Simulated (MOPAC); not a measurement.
## Geometry relaxation of Si$_{2}$H$_{5}$O$_{4}$F (charge +1) (part 1 of 3)

Si$_{2}$H$_{5}$O$_{4}$F, charge +1, multiplicity 2, computed with PM3, unrestricted (MOPAC 23.2.5).

The starting geometry was optimised with PM3.

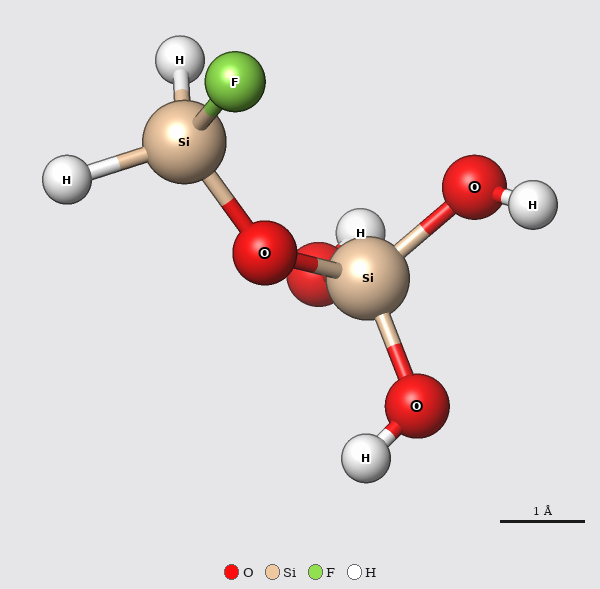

Figure 1. The starting structure (ball-and-stick view, seen at a tilt). Bond lengths as drawn: F–Si 1.60 Å, H–O 0.94 Å, H–Si 1.51 Å and O–Si 1.66 to 1.69 Å.

Input (mol.mop):
```
PM3 GNORM=0.05 CYCLES=300 UHF DOUBLET CHARGE=1 DISP THREADS=1 AUX(PRECISION=6)
FH5O4Si2

O      1.925198 +1    -0.620509 +1    -0.422678 +1
Si     0.688381 +1    -0.160209 +1     0.627927 +1
O      0.746357 +1    -1.066615 +1     2.050558 +1
O      0.945895 +1     1.460157 +1     1.029694 +1
O     -0.780542 +1    -0.463803 +1    -0.077793 +1
Si    -1.521239 +1     0.139817 +1    -1.442060 +1
F     -2.576862 +1     1.220338 +1    -0.901815 +1
H      2.627595 +1    -0.001167 +1    -0.546268 +1
H      0.275383 +1    -1.885097 +1     2.056655 +1
H      0.679417 +1     1.736156 +1     1.892561 +1
H     -2.266383 +1    -0.972915 +1    -2.143508 +1
H     -0.597432 +1     0.797894 +1    -2.439875 +1
```

Machine: 1 thread of AMD EPYC (Zen 3), 128 GiB of memory available, shared host.

Launched with:
```bash
mopac mol.mop
```

What the program printed:
```
MOPAC v23.2.5
PM3 CALCULATION RESULTS

 *  PM3        - The PM3 Hamiltonian to be used
 *  DOUBLET    - SPIN STATE DEFINED AS A DOUBLET
 *  UHF        - UNRESTRICTED HARTREE-FOCK CALCULATION
 *
 *
 *
 *                 CHARGE ON SYSTEM = +1
 *
 *
 *
 *  THREADS=1  - MULTI-THREADING NOT USED
 *  CYCLES=    - DO A MAXIMUM OF 300 STEPS
 *  GNORM      - EXIT WHEN GRADIENT NORM DROPS BELOW 0.050
 *  AUX        - OUTPUT AUXILIARY INFORMATION
 *  DISP       - PRINT DISPERSION AND HYDROGEN BOND ENERGIES
PM3 GNORM=0.05 CYCLES=300 UHF DOUBLET CHARGE=1 DISP THREADS=1 AUX(PRECISION=6)
 FH5O4Si2

   ATOM   CHEMICAL          X               Y               Z
  NUMBER   SYMBOL      (ANGSTROMS)     (ANGSTROMS)     (ANGSTROMS)

     1       O          1.92519800  *  -0.62050900  *  -0.42267800  *
     2      Si          0.68838100  *  -0.16020900  *   0.62792700  *
     3       O          0.74635700  *  -1.06661500  *   2.05055800  *
     4       O          0.94589500  *   1.46015700  *   1.02969400  *
     5       O         -0.78054200  *  -0.46380300  *  -0.07779300  *
     6      Si         -1.52123900  *   0.13981700  *  -1.44206000  *
     7       F         -2.57686200  *   1.22033800  *  -0.90181500  *
     8       H          2.62759500  *  -0.00116700  *  -0.54626800  *
     9       H          0.27538300  *  -1.88509700  *   2.05665500  *
    10       H          0.67941700  *   1.73615600  *   1.89256100  *
    11       H         -2.26638300  *  -0.97291500  *  -2.14350800  *
    12       H         -0.59743200  *   0.79789400  *  -2.43987500  *

          CARTESIAN COORDINATES

    NO.       ATOM           X           Y           Z

     1         O          1.9252     -0.6205     -0.4227
     2        Si          0.6884     -0.1602      0.6279
     3         O          0.7464     -1.0666      2.0506
     4         O          0.9459      1.4602      1.0297
     5         O         -0.7805     -0.4638     -0.0778
     6        Si         -1.5212      0.1398     -1.4421
     7         F         -2.5769      1.2203     -0.9018
     8         H          2.6276     -0.0012     -0.5463
     9         H          0.2754     -1.8851      2.0567
    10         H          0.6794      1.7362      1.8926
    11         H         -2.2664     -0.9729     -2.1435
    12         H         -0.5974      0.7979     -2.4399

           Empirical Formula: H5 O4 Si2 F  =    12 atoms

      MOLECULAR POINT GROUP   :   C1

 DOUBLET STATE CALCULATION

          UHF CALCULATION, NO. OF ALPHA ELECTRONS =   22
                           NO. OF BETA  ELECTRONS =   21

          Geometry optimization using EF

          DIAGONAL MATRIX USED AS START HESSIAN
```

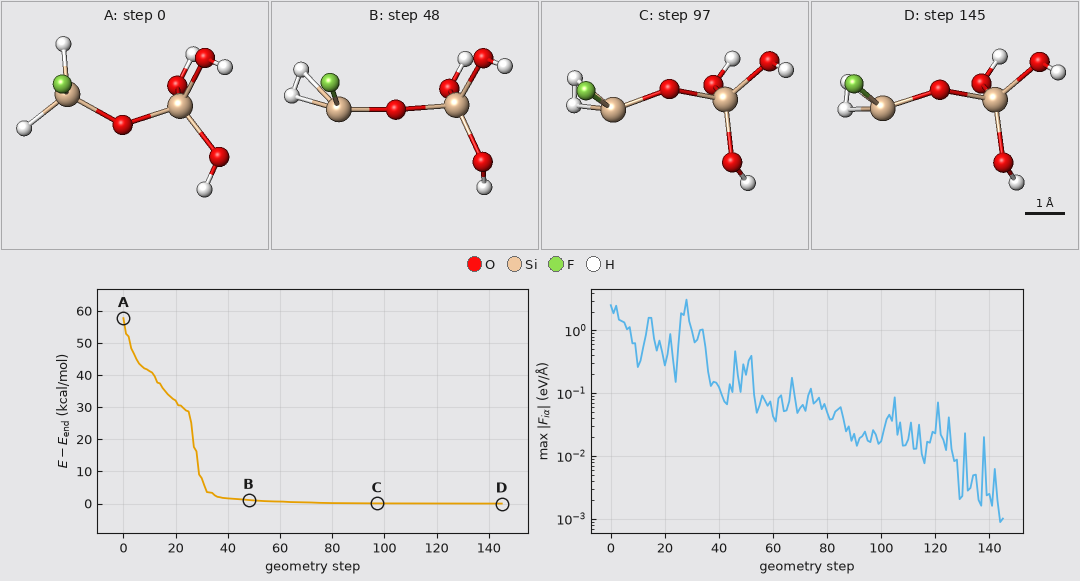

Figure 2. Frames of the relaxation (ball-and-stick view, seen at a tilt) above the curves, on which the letters mark them (steps are counted from 0).

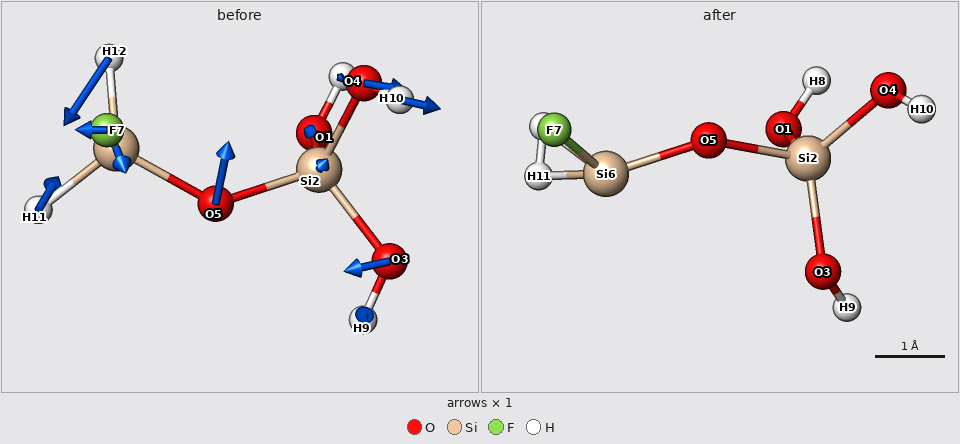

Figure 3. Before (left) and after (right) the relaxation, at one scale (ball-and-stick view, seen at a tilt). The blue arrows give the displacements, at true length. H12 moves most after the best rigid fit: 1.23 Å. By element the largest moves are H 1.23 Å, O 1.06 Å, Si 0.58 Å, F 0.48 Å. Among the contacts that change: H11–H12 2.451 → 0.728 Å, Si6–H12 1.511 → 1.843 Å, Si6–H11 1.512 → 1.797 Å, O5–Si6 1.666 → 1.576 Å. New bonds form: H11–H12 (2.45 → 0.73 Å). Among the angles that change: H11–Si6–H12 108.4° → 23.0°, Si2–O5–Si6 132.6° → 143.1°, O3–Si2–O4 108.0° → 116.4°. The energy falls by 57.7 kcal/mol in 145 geometry steps. Largest force component: 2.5 eV/Å at the start, 0.001 eV/Å at the end. (Atoms are counted from 1 in the order of the input.)

```
 CYCLE:     1 TIME:   0.016 TIME LEFT:  2.00D  GRAD.:   126.779 HEAT: -219.9806
 CYCLE:     2 TIME:   0.008 TIME LEFT:  2.00D  GRAD.:    71.002 HEAT: -224.8353
 CYCLE:     3 TIME:   0.008 TIME LEFT:  2.00D  GRAD.:   117.459 HEAT: -225.6753
 CYCLE:     4 TIME:   0.004 TIME LEFT:  2.00D  GRAD.:    78.094 HEAT: -229.3862
 CYCLE:     5 TIME:   0.012 TIME LEFT:  2.00D  GRAD.:    69.598 HEAT: -230.9814
 CYCLE:     6 TIME:   0.004 TIME LEFT:  2.00D  GRAD.:    53.185 HEAT: -232.7417
 CYCLE:     7 TIME:   0.008 TIME LEFT:  2.00D  GRAD.:    52.424 HEAT: -234.1233
 CYCLE:     8 TIME:   0.004 TIME LEFT:  2.00D  GRAD.:    55.248 HEAT: -234.8999
 CYCLE:     9 TIME:   0.008 TIME LEFT:  2.00D  GRAD.:    32.572 HEAT: -235.6097
 CYCLE:    10 TIME:   0.004 TIME LEFT:  2.00D  GRAD.:    34.183 HEAT: -235.9234
[... 126 lines of further cycles ...]
 CYCLE:   137 TIME:   0.008 TIME LEFT:  2.00D  GRAD.:     0.117 HEAT: -277.7129
 CYCLE:   138 TIME:   0.008 TIME LEFT:  2.00D  GRAD.:     0.095 HEAT: -277.7130
 CYCLE:   139 TIME:   0.008 TIME LEFT:  2.00D  GRAD.:     0.923 HEAT: -277.7097
 CYCLE:   140 TIME:   0.008 TIME LEFT:  2.00D  GRAD.:     0.135 HEAT: -277.7132
 CYCLE:   141 TIME:   0.008 TIME LEFT:  2.00D  GRAD.:     0.145 HEAT: -277.7131
 CYCLE:   142 TIME:   0.004 TIME LEFT:  2.00D  GRAD.:     0.082 HEAT: -277.7132
 CYCLE:   143 TIME:   0.008 TIME LEFT:  2.00D  GRAD.:     0.372 HEAT: -277.7132
 CYCLE:   144 TIME:   0.008 TIME LEFT:  2.00D  GRAD.:     0.119 HEAT: -277.7132
 CYCLE:   145 TIME:   0.008 TIME LEFT:  2.00D  GRAD.:     0.053 HEAT: -277.7132
 CYCLE:   146 TIME:   0.004 TIME LEFT:  2.00D  GRAD.:     0.050 HEAT: -277.7132

     GRADIENT =  0.04959 IS LESS THAN CUTOFF =  0.05000

 -------------------------------------------------------------------------------
 PM3 GNORM=0.05 CYCLES=300 UHF DOUBLET CHARGE=1 DISP THREADS=1 AUX(PRECISION=6)
 FH5O4Si2

     GEOMETRY OPTIMISED USING EIGENVECTOR FOLLOWING (EF).
     SCF FIELD WAS ACHIEVED

                              PM3 CALCULATION

          FINAL HEAT OF FORMATION =       -277.71324 KCAL/MOL =   -1161.95219 KJ/MOL

          TOTAL ENERGY            =     -42424.93043 KCAL/MOL = ELECTRONIC ENERGY + CORE-CORE REPULSION
          ENERGY OF ATOMS         =      42147.21720 KCAL/MOL
                              SUM =       -277.71324 KCAL/MOL
          DISPERSION ENERGY       =          0.00000 KCAL/MOL
                              SUM =       -277.71324 KCAL/MOL = FINAL HEAT OF FORMATION

          TOTAL ENERGY            =      -1839.71911 EV
          ELECTRONIC ENERGY       =      -5692.52152 EV
          CORE-CORE REPULSION     =       3852.80241 EV
          COSMO AREA              =        152.41 SQUARE ANGSTROMS
          COSMO VOLUME            =        147.03 CUBIC ANGSTROMS

          GRADIENT NORM           =          0.04959          =       0.01432 PER ATOM
          IONIZATION POTENTIAL    =         12.284678 EV
          ALPHA SOMO LUMO (EV)    =        -12.285 -4.893
          BETA  SOMO LUMO (EV)    =        -14.548 -6.065
          NO. OF ALPHA ELECTRONS  =         22
          NO. OF BETA  ELECTRONS  =         21
          MOLECULAR WEIGHT        =        144.2065         POINT GROUP:  C1

          MOLECULAR DIMENSIONS (Angstroms)

            Atom       Atom       Distance
            H    11    H    10     5.99399
            F     7    H     8     5.17591
            H     9    H    12     3.36638

          SCF CALCULATIONS        =        161

          WALL-CLOCK TIME         =      0.883 SECONDS
          COMPUTATION TIME        =      0.735 SECONDS

   ATOM   CHEMICAL          X               Y               Z
  NUMBER   SYMBOL      (ANGSTROMS)     (ANGSTROMS)     (ANGSTROMS)

     1       O          1.82442932  *  -0.58728708  *  -0.51835714  *
     2      Si          0.81900217  *  -0.00010439  *   0.68559282  *
     3       O          0.22424623  *  -1.19506716  *   1.69552428  *
     4       O          1.47442230  *   1.33864337  *   1.42817179  *
     5       O         -0.57271717  *   0.47431851  *  -0.13927466  *
     6      Si         -1.77430402  *  -0.07131195  *  -1.00060366  *
     7       F         -2.84156763  *   1.01858073  *  -1.29806052  *
     8       H          2.65978954  *  -0.17043021  *  -0.66536555  *
     9       H          0.74019937  *  -1.96770931  *   1.86431045  *
    10       H          1.16291722  *   1.61101173  *   2.27691031  *
    11       H         -1.38230867  *  -1.07956830  *  -2.43589691  *
    12       H         -1.11851918  *  -0.44726404  *  -2.68173030  *

                             CARTESIAN COORDINATES

   1    O        1.824429323    -0.587287079    -0.518357145
   2   Si        0.819002167    -0.000104392     0.685592825
   3    O        0.224246234    -1.195067156     1.695524278
   4    O        1.474422304     1.338643366     1.428171787
   5    O       -0.572717170     0.474318514    -0.139274660
   6   Si       -1.774304017    -0.071311954    -1.000603664
   7    F       -2.841567626     1.018580731    -1.298060516
   8    H        2.659789544    -0.170430212    -0.665365549
   9    H        0.740199366    -1.967709314     1.864310454
  10    H        1.162917224     1.611011727     2.276910308
  11    H       -1.382308669    -1.079568295    -2.435896907
  12    H       -1.118519179    -0.447264041    -2.681730298

           Empirical Formula: H5 O4 Si2 F  =    12 atoms

      MOLECULAR POINT GROUP   :   C1

          ALPHA EIGENVALUES
 -39.88627 -39.04103 -38.92627 -38.79318 -26.34735 -23.83657 -21.45643 -20.66145
 -20.28022 -20.23410 -19.97561 -19.78661 -18.85222 -17.30120 -17.17899 -16.64061
 -15.67379 -15.31598 -14.82362 -14.78089 -14.56021 -12.28468  -4.89252  -2.86323
  -2.37469  -1.80754  -1.51623  -1.18824  -1.16286  -0.84796   2.19324   2.52941
   2.70522

           BETA EIGENVALUES
 -39.86114 -39.04151 -38.92505 -38.79271 -26.17582 -23.56645 -21.39838 -20.43696
 -20.22724 -20.15892 -19.94763 -19.68773 -18.71812 -17.24584 -16.79382 -16.55905
 -15.55956 -15.31292 -14.79730 -14.76962 -14.54846  -6.06485  -4.29140  -2.65526
  -1.78535  -1.61433  -1.39295  -1.17517  -1.06700  -0.68401   2.19496   2.52873
   2.70638

              NET ATOMIC CHARGES AND DIPOLE CONTRIBUTIONS

  ATOM NO.   TYPE          CHARGE      No. of ELECS.   s-Pop       p-Pop
    1          O          -0.525430        6.5254     1.75757     4.76786
    2         Si           1.346124        2.6539     0.81880     1.83507
    3          O          -0.527310        6.5273     1.75639     4.77092
    4          O          -0.493161        6.4932     1.75304     4.74012
    5          O          -0.593036        6.5930     1.73271     4.86032
    6         Si           1.188640        2.8114     1.11776     1.69360
    7          F          -0.242575        7.2426     1.60596     5.63661
    8          H           0.231627        0.7684     0.76837
    9          H           0.228442        0.7716     0.77156
   10          H           0.227931        0.7721     0.77207
   11          H           0.107103        0.8929     0.89290
   12          H           0.051645        0.9484     0.94836
 DIPOLE           X         Y         Z       TOTAL
 POINT-CHG.    -3.451    -3.384    -4.003     6.276
 HYBRID         1.070     1.147     0.386     1.615
 SUM           -2.381    -2.237    -3.617     4.874

          ATOMIC ORBITAL ELECTRON POPULATIONS

     Atom    s        px        py        pz
    1  O   1.75757   1.37069   1.71012   1.68705
    2 Si   0.81880   0.58451   0.62484   0.62572
    3  O   1.75639   1.62547   1.38415   1.76130
    4  O   1.75304   1.73087   1.61228   1.39697
    5  O   1.73271   1.50145   1.73382   1.62505
    6 Si   1.11776   0.54520   0.70857   0.43983
    7  F   1.60596   1.85957   1.85544   1.92160
    8  H   0.76837
    9  H   0.77156
   10  H   0.77207
   11  H   0.89290
   12  H   0.94836

                    (SZ)    =    0.500000
                    (S**2)  =    0.756771

          ATOMIC ORBITAL SPIN POPULATIONS

    Atom   Total    s     px     py     pz
         Atomic
    1  O -0.0007 -0.000 -0.000 -0.000 -0.000
    2 Si -0.0028 -0.001 -0.001 -0.001 -0.001
    3  O -0.0003 -0.000  0.001  0.000 -0.001
    4  O  0.0041 -0.000  0.003  0.001  0.000
    5  O  0.0982 -0.004  0.014  0.105 -0.016
    6 Si  0.7728  0.423  0.034  0.306  0.009
    7  F  0.0586  0.005 -0.003  0.061 -0.004
    8  H -0.0002 -0.000
    9  H -0.0003 -0.000
   10  H -0.0000 -0.000
   11  H -0.0093 -0.009
   12  H  0.0799  0.080

 *                    *
 * JOB ENDED NORMALLY *
 *                    *

 TOTAL JOB TIME:             0.89 SECONDS

 == MOPAC DONE ==
```

Trajectory as extended XYZ (Å, eV, eV/Å), 39 of the 146 frames kept, from step=0 to step=145:
```
12
Properties=species:S:1:pos:R:3:forces:R:3 step=0 energy=-9.53926
O     1.9252   -0.6205   -0.4227   -0.7812   0.1586   0.1104
Si    0.6884   -0.1602    0.6279    2.5249  -0.2005   1.8418
O     0.7464   -1.0666    2.0506   -0.3995   0.3087  -0.7232
O     0.9459    1.4602    1.0297   -0.4641  -0.6019  -0.3702
O    -0.7805   -0.4638   -0.0778   -1.3033   1.1474  -2.4571
Si   -1.5212    0.1398   -1.4421   -0.9957   0.3847   2.4940
F    -2.5769    1.2203   -0.9018    0.6826  -0.7816  -0.3342
H     2.6276   -0.0012   -0.5463    0.1040   0.0035  -0.0539
H     0.2754   -1.8851    2.0567    0.1424  -0.1244   0.2125
H     0.6794    1.7362    1.8926    0.0410   0.1363   0.0849
H    -2.2664   -0.9729   -2.1435    0.2406  -0.1066  -0.4797
H    -0.5974    0.7979   -2.4399    0.2083  -0.3243  -0.3255
12
Properties=species:S:1:pos:R:3:forces:R:3 step=4 energy=-10.01630
O     1.9068   -0.6078   -0.4540   -0.3116   0.1546   0.1797
Si    0.7470   -0.1865    0.6905    0.7997   0.4594  -0.6640
O     0.7233   -1.0710    2.0620   -0.6736  -1.4153   0.7784
O     0.9124    1.4424    1.0209   -0.0856  -0.1375  -0.2712
O    -0.7127   -0.3833   -0.1373    0.0054   0.4172  -0.7777
Si   -1.5779    0.1095   -1.3980   -0.9871   0.3391   0.8488
F    -2.5855    1.2405   -0.9170    0.5302  -0.4882  -0.2432
H     2.6350   -0.0095   -0.5555   -0.0325  -0.1224  -0.0313
H     0.2783   -1.9237    2.0920    0.5397   0.7396   0.0656
H     0.6839    1.7526    1.8772   -0.0226   0.2212   0.3163
H    -2.2292   -0.9546   -2.2471    0.3118   0.1799  -0.2573
H    -0.5931    0.7383   -2.4928   -0.0739  -0.3475   0.0559
12
Properties=species:S:1:pos:R:3:forces:R:3 step=8 energy=-10.21700
O     1.9030   -0.6043   -0.4738   -0.3363  -0.0644   0.3914
Si    0.7893   -0.1838    0.7144    0.2087  -0.2744  -0.4498
O     0.6901   -1.1028    2.0959   -0.0243   0.2763  -0.0337
O     0.8858    1.4413    1.0270    0.0681   0.2735   0.0802
O    -0.6214   -0.3047   -0.2118   -0.1540  -0.1056  -0.0702
Si   -1.6563    0.0628   -1.3510   -0.3135   0.6228   0.2135
F    -2.5867    1.2687   -0.9301    0.3291  -0.5152  -0.1400
H     2.6465   -0.0360   -0.5808    0.2019   0.0593  -0.0715
H     0.2939   -1.9537    2.1203    0.0014  -0.2306  -0.0802
H     0.6936    1.7776    1.8857    0.0180   0.0870   0.1447
H    -2.1685   -0.9033   -2.3691    0.1697   0.1201  -0.0314
H    -0.6061    0.6319   -2.4832   -0.1689  -0.2488   0.0470
```
